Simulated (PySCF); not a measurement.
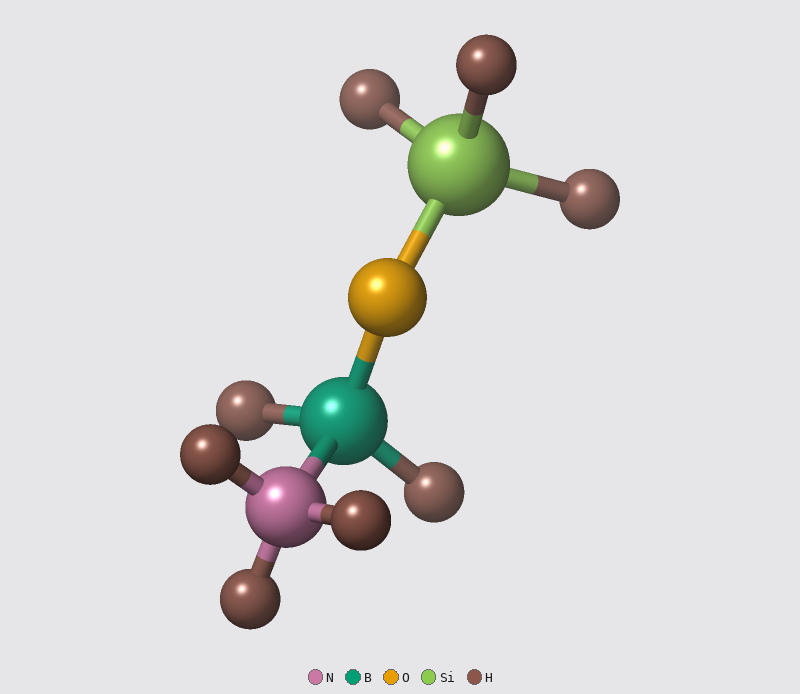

The geometry was computed by an optimisation with PBE0-D3(BJ)/def2-SVP. No frequency run is at hand to confirm it as a minimum. Properties computed with PBE0/def2-TZVPD, gas phase (PySCF 2.14.0). Excitations: vertical, linear response.

Computed properties:

The species is BH₈NOSi (`[NH3+][BH2-]O[SiH3]`).
- dipole moment: 5.36 D
- HOMO energy (Kohn–Sham orbital): −6.89 eV
- LUMO energy (Kohn–Sham orbital): −0.54 eV
- HOMO–LUMO gap: 6.35 eV
- mean static polarisability: 61.5 bohr³
- lowest vertical singlet excitation: 5.28 eV
- its oscillator strength: 0.001
- brightest of the 10 lowest singlets: 6.65 eV
- its oscillator strength: 0.07
